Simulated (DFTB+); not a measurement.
## Energy and gradient calculation, with input and output: C4H12MoS

- system: C4H12MoS, SMILES [CH3][Mo]([CH3])([CH3])([CH3])=[S]
- method: GFN2-xTB, R-SCC, dispersion built in (DFTB+ 25.1)

The geometry comes from this level: GFN2-xTB.

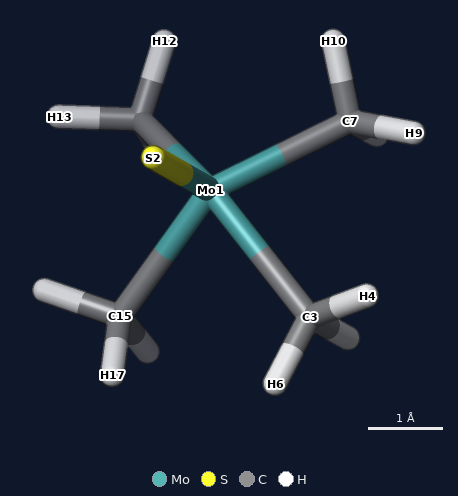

Fig. 1: The input geometry (stick view, seen at a tilt; atoms are numbered from 1 in the order of the input). Sticks mark near contacts.

### Input (dftb_in.hsd)
```
Geometry = xyzFormat {
  <<< "mol.xyz"
}
Hamiltonian = xTB {
  Method = "GFN2-xTB"
  Charge = 0
  MaxSCCIterations = 100
  Mixer = Anderson {
    MixingParameter = 0.4
  }
  Filling = Fermi {
    Temperature [Kelvin] = 300
  }
}
Analysis {
  PrintForces = Yes
}
Options {
  WriteResultsTag = Yes
}
ParserOptions {
  ParserVersion = 14
}
```

### File mol.xyz
```
18

Mo    -0.098630     0.079630     0.638510
S      0.151450    -0.114170     2.775290
C      1.961480    -0.031230    -0.141860
H      2.559660     0.767290     0.308630
H      1.982930     0.120520    -1.227350
H      2.495960    -0.962190     0.056980
C      0.116010     2.092410    -0.101160
H     -0.064870     2.192540    -1.182300
H      1.028790     2.657700     0.106560
H     -0.694720     2.642320     0.416470
C     -2.097830    -0.079990    -0.149080
H     -2.616190     0.864750     0.101740
H     -2.724180    -0.873390     0.275600
H     -2.160920    -0.192170    -1.241240
C      0.038730    -1.996030    -0.065440
H     -0.867120    -2.534000     0.237860
H      0.878080    -2.561110     0.347420
H      0.111340    -2.072880    -1.156620
```

Machine: 1 thread of AMD EPYC (Zen 3), 24 GiB of memory available, shared host.

Run as:
```bash
dftb+ > run.log
```

### What the program printed
```
|  DFTB+ development version (commit: a23bfb2)

Reading input file 'dftb_in.hsd'
Parser version: 14

--------------------------------------------------------------------------------

Processed input in HSD format written to 'dftb_pin.hsd'

Starting initialization...
--------------------------------------------------------------------------------
OpenMP threads:              1
Chosen random seed:          197044070
Current stacksize:           unlimited
Mode:                        Static calculation
Self consistent charges:     Yes
SCC-tolerance:                 0.100000E-04
Max. scc iterations:                    100
Shell resolved Hubbard:      Yes
Spin polarisation:           No
Nr. of up electrons:            20.000000
Nr. of down electrons:          20.000000
Periodic boundaries:         No
Electronic solver:           Relatively robust
Mixer:                       Anderson mixer
Mixing parameter:                  0.400000
Nr. of chrg. vectors to mix:              4
Max. SCC-cycles:                        100
tblite library version:      0.3.0
-> parametrization:          GFN2-xTB
-> repulsion:                Yes
-> dispersion:               Yes
-> halogen bonding:          No
-> electrostatics:           Yes
   -> isotropic:             Yes
   -> anisotropic:           Yes
   -> third-order:           Yes
Electronic temperature:              0.950045E-03 H      0.258520E-01 eV
Initial charges:             Set automatically (system chrg:   0.000E+00)
Included shells:            Mo:  d, s, p
                             S:  s, p, d
                             C:  s, p
                             H:  s
Extra options:
                             Mulliken analysis
                             Force calculation
Force type                   original

--------------------------------------------------------------------------------

***  Geometry step: 0

 iSCC Total electronic   Diff electronic      SCC error
    1   -0.19382620E+02    0.00000000E+00    0.24265947E+01
    2   -0.19455653E+02   -0.19382620E+02    0.23235011E+01
    3   -0.20116268E+02   -0.73033012E-01    0.10228295E+01
    4   -0.20177485E+02   -0.66061448E+00    0.49158401E+00
    5   -0.20139417E+02   -0.61217068E-01    0.69195650E+00
    6   -0.20188719E+02    0.38067371E-01    0.21367381E+00
    7   -0.20180315E+02   -0.49301489E-01    0.47837178E+00
    8   -0.20190066E+02    0.84038724E-02    0.37883822E+00
    9   -0.20185923E+02   -0.97513090E-02    0.19440498E+00
   10   -0.20189459E+02    0.41432197E-02    0.70664451E-01
   11   -0.20189013E+02   -0.35364697E-02    0.71790516E-01
   12   -0.20188762E+02    0.44645416E-03    0.26000735E-01
   13   -0.20188176E+02    0.25127660E-03    0.28849732E-01
   14   -0.20187975E+02    0.58555450E-03    0.35673287E-01
   15   -0.20188100E+02    0.20116496E-03    0.17619378E-01
   16   -0.20187917E+02   -0.12470907E-03    0.12895047E-01
   17   -0.20187934E+02    0.18311993E-03    0.94624989E-02
   18   -0.20187894E+02   -0.17585129E-04    0.41336534E-02
   19   -0.20187854E+02    0.40451585E-04    0.25044537E-02
   20   -0.20187824E+02    0.40001732E-04    0.45234204E-02
   21   -0.20187833E+02    0.29868842E-04    0.25362995E-02
   22   -0.20187826E+02   -0.91870181E-05    0.24868255E-02
   23   -0.20187824E+02    0.70493708E-05    0.84775666E-03
   24   -0.20187822E+02    0.22383601E-05    0.68568394E-03
   25   -0.20187819E+02    0.20148099E-05    0.56076349E-03
   26   -0.20187817E+02    0.28786328E-05    0.63365146E-03
   27   -0.20187816E+02    0.13907235E-05    0.69063802E-03
   28   -0.20187817E+02    0.10342862E-05    0.30959898E-03
   29   -0.20187816E+02   -0.17929198E-06    0.22901905E-03
   30   -0.20187816E+02    0.16050771E-06    0.11975996E-03
   31   -0.20187816E+02    0.39868107E-06    0.12271720E-03
   32   -0.20187816E+02    0.26321580E-07    0.95225518E-04
   33   -0.20187816E+02    0.25313388E-06    0.96095037E-04
   34   -0.20187816E+02    0.11239953E-06    0.13916344E-03
   35   -0.20187816E+02    0.52130105E-08    0.28639305E-04
   36   -0.20187816E+02   -0.27790382E-07    0.26859085E-04
   37   -0.20187816E+02    0.24467269E-07    0.16968563E-04
   38   -0.20187816E+02    0.10954821E-07    0.14624584E-04
   39   -0.20187816E+02    0.36603893E-08    0.12677404E-04
   40   -0.20187816E+02    0.15057378E-07    0.16082285E-04
   41   -0.20187816E+02    0.35407943E-08    0.10418526E-04
   42   -0.20187816E+02    0.65808337E-09    0.30323684E-05

Total Energy:                      -19.9780006888 H         -543.6291 eV
Extrapolated to 0K:                -19.9780006888 H         -543.6291 eV
Total Mermin free energy:          -19.9780006888 H         -543.6291 eV
Force related energy:              -19.9780006888 H         -543.6291 eV

--------------------------------------------------------------------------------
--------------------------------------------------------------------------------
SCC                                    +       0.05 ( 88.8%)       0.07 ( 90.4%)
--------------------------------------------------------------------------------
Missing                                +       0.01 ( 11.2%)       0.01 (  9.6%)
Total                                  =       0.06 (100.0%)       0.07 (100.0%)
--------------------------------------------------------------------------------
```

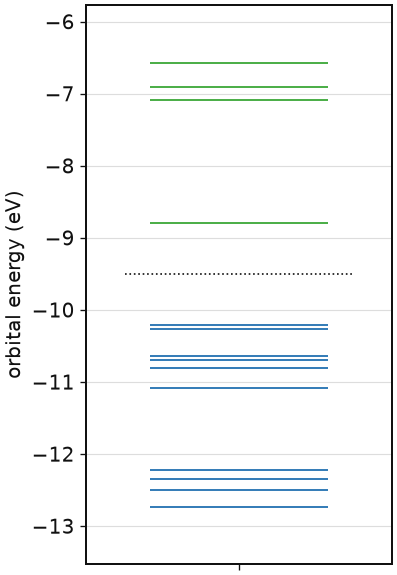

Fig. 2: Orbital energies near the frontier; the dotted line parts filled from empty levels, and levels within 0.02 eV of each other stand side by side. Highest filled −10.21 eV, lowest empty −8.80 eV, 1.41 eV apart.

### Results in brief

| quantity | value |
| --- | --- |
| outcome | converged |
| Mermin free energy | −19.978001 hartree |
| basis functions | 46 |
| largest force | 0.020 eV/Å |
| HOMO | −10.21 eV |
| LUMO | −8.80 eV |
| dipole moment | 4.02 D |
| peak memory | 0.072 GiB |

Settings chosen away from the usual ones: mixer_damping.
